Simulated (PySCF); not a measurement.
# C3H5Ga, SMILES `C#C[CH2][GaH2]`: electronic structure

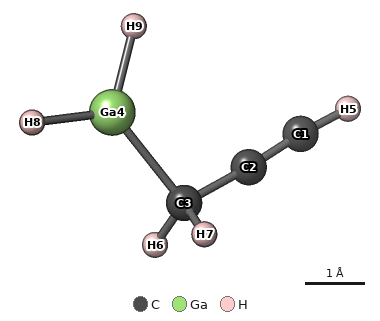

The molecule, with its atoms numbered as below. No frequency check shows the geometry to be a minimum.

Geometry (Å), atoms numbered from 1:

```
C1       2.6551    0.5981   -0.0011
C2       1.7536   -0.1948    0.0009
C3       0.6154   -1.0831    0.0007
Ga4     -1.0172    0.1592    0.0000
H5       3.4920    1.2313   -0.0009
H6       0.6343   -1.7279   -0.8883
H7       0.6340   -1.7291    0.8864
H8      -2.5239   -0.3561   -0.0053
H9      -0.8489    1.7267    0.0036
```

## 1. Bonding charge

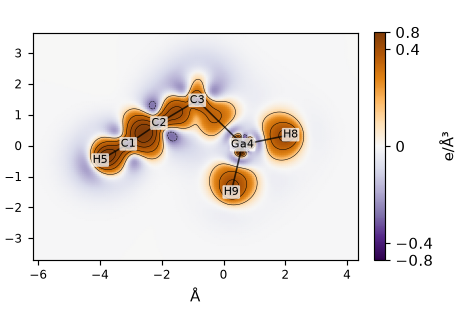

Deformation density (molecule less spherical, spin-averaged free atoms) in the plane of C1, C2, C3, Ga4, H5, H8 and H9; colour scale in e/Å³, logarithmic beyond ±0.1; orange: gain, purple: loss.

Method: PBE0/def2-SVPD; geometry: GFN2-xTB; program: PySCF.

**How much density has each bond in this plane gained at its critical point, relative to the free atoms?**

C1–C2: +0.78 e/Å³ at the bond critical point (bond length 1.20 Å). C1–H5: +0.76 e/Å³ at the bond critical point (bond length 1.05 Å). C2–C3: +0.47 e/Å³ at the bond critical point (bond length 1.44 Å). Ga4–H9: +0.22 e/Å³ at the bond critical point (bond length 1.58 Å). Ga4–H8: +0.21 e/Å³ at the bond critical point (bond length 1.59 Å). C3–Ga4: +0.14 e/Å³ at the bond critical point (bond length 2.05 Å). In all, 2.1 electrons gather in the regions of gain relative to the promolecule. A small or negative value marks a very polar bond, one between electron-rich atoms, whose free-atom densities already overlap strongly, a long bond to a heavier atom, or a closed-shell contact such as a hydrogen bond.

**Where do the Hirshfeld charges lie?**

The highest Hirshfeld charge is on Ga4 (+0.44 e), the lowest on C3 (−0.16 e).

```tsv
atom	charge (e)
C1	−0.14
C2	−0.06
C3	−0.16
Ga4	+0.44
H5	+0.08
H6	+0.05
H7	+0.05
H8	−0.14
H9	−0.13
```

## 2. Bond critical points

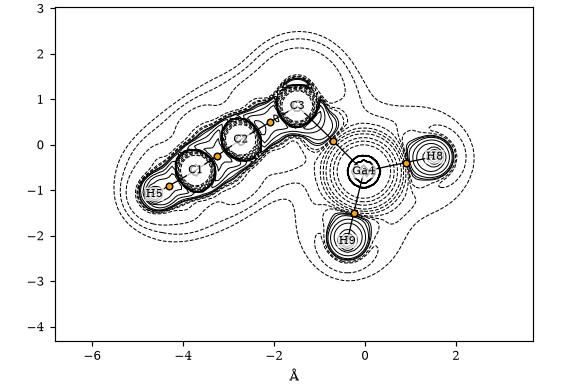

Negative Laplacian of the density (−∇²ρ) in the plane of C1, C2, C3, Ga4, H5, H8 and H9 (solid lines positive, dashed lines negative, contours at ±0.02 to ±8 a.u.), with bond paths and bond critical points (dots).

**At which bond critical points in this plane is charge locally concentrated, and at which depleted?**

Concentrated (∇²ρ < 0): C1–C2 (−1.04 a.u.); C1–H5 (−1.22 a.u.); C2–C3 (−0.65 a.u.). Depleted (∇²ρ > 0): Ga4–H9 (+0.12 a.u., H = −0.055); Ga4–H8 (+0.11 a.u., H = −0.053); C3–Ga4 (+0.12 a.u., H = −0.045).

**Where along C1–H5 does the critical point lie?**

0.68 Å from C1 and 0.37 Å from H5.

## 3. Local ionisation energy

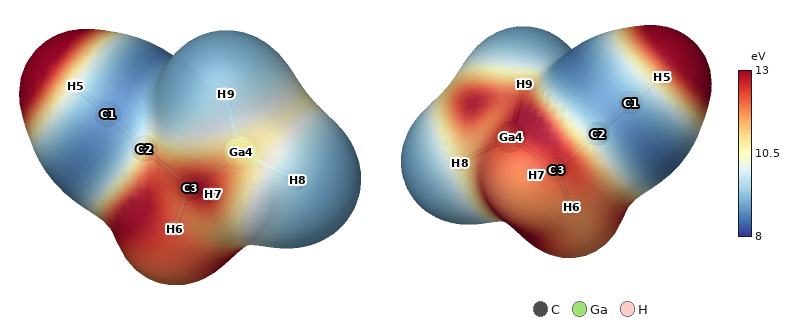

Average local ionisation energy on the surface of electron density 0.001 a.u. (back view left, front view right).

**Where are the most loosely bound electrons on this surface?**

The lowest value is 8.5 eV, off the C1–C2 bond (2.2 Å from its atoms). Further minima include 8.9 eV, 1.5 Å from H8; 11.6 eV, near H6 (1.67 Å) and H7 (1.76 Å), over C3 (2.0 Å). For comparison, the highest occupied orbital lies at −7.0 eV.

## 4. Removing or adding an electron

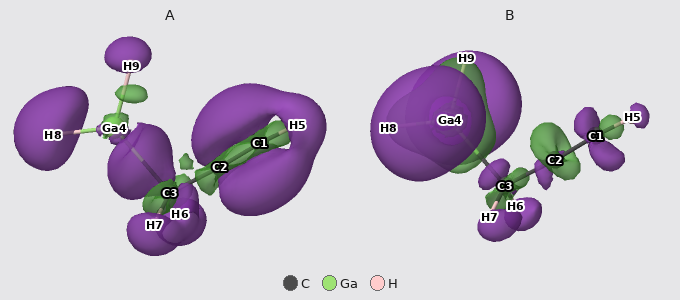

The two Fukui functions at ±0.015 e/Å³ (purple positive, green negative).

PySCF calculation, PBE/def2-TZVP, gas phase; geometry: GFN2-xTB.

**Which panel is f⁻ (electron removed) and which f⁺ (electron added)?**

A is f⁻, B is f⁺. f⁻ (Hirshfeld-condensed) is largest on C1 (0.24), Ga4 (0.17) and C2 (0.14); the vertical ionisation energy is 8.86 eV (the stability of the cation's solution wasn't checked). f⁺ (Hirshfeld-condensed) is largest on Ga4 (0.62); the vertical electron affinity is 0.10 eV (the stability of the anion's solution wasn't checked; the anion's highest orbital has positive energy, so this value and f⁺ depend on the basis).

**What chemical potential and hardness follow from the two energies?**

μ = −(I + A)/2 = −4.48 eV and η = I − A = 8.76 eV.

## 5. Stretching a bond

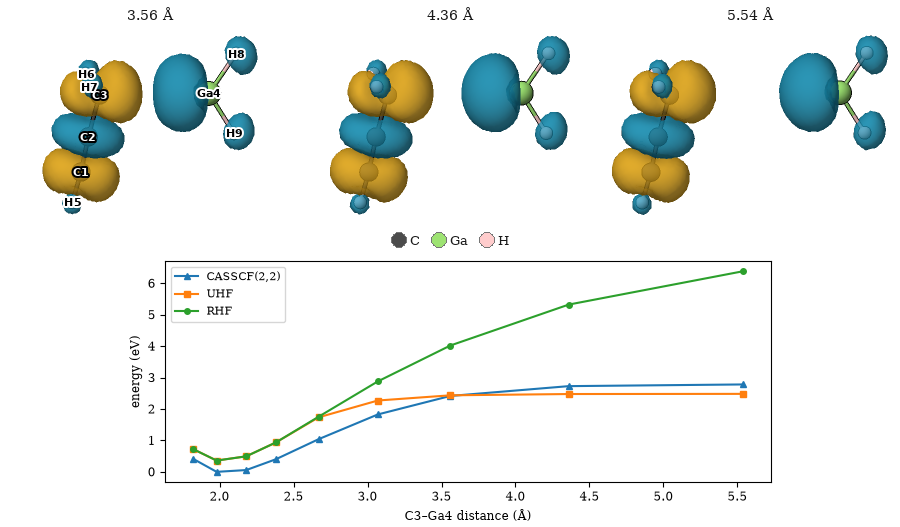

Rigid stretch of the C3–Ga4 bond. Broken-symmetry UHF spin density at ±0.03 e/Å³ (yellow: α, teal: β). Below: energies along the scan, from the lowest point of the three curves.

PySCF calculation, cc-pVDZ basis, gas phase; geometry: GFN2-xTB.

UHF's ⟨S²⟩ passes 1 along the scan (up to 1.16), so it also polarises electrons outside the stretched bond; its energy lowering isn't due to that bond alone.

**How does the broken-symmetry solution share the spin, and how far is it from a pure singlet?**

At 5.54 Å excess α spin lies mostly on C3 and excess β on Ga4; the two could be swapped at no cost. ⟨S²⟩ is 1.06 at 3.56 Å, 1.15 at 4.36 Å and 1.16 at 5.54 Å, against 0 for a pure singlet and 1 for an equal mix of singlet and triplet.

**Where does the UHF solution part from RHF?**

Between 2.38 Å (⟨S²⟩ = 0, the two coincide) and 2.67 Å (⟨S²⟩ = 0.20); at 5.54 Å ⟨S²⟩ is 1.16 and UHF lies 3.9 eV below RHF.

**How much energy does the stretch cost?**

By CASSCF, 2.8 eV from the lowest point of the scan (1.98 Å) to 5.54 Å; RHF gives 6.0 eV from its own lowest point. The fragments aren't relaxed and dynamic correlation is missing, so this isn't a bond dissociation energy.

The PySCF runs shown took 14 s, 110 s and 7.1 min on 1 thread of Arm Neoverse V2 (shared host).
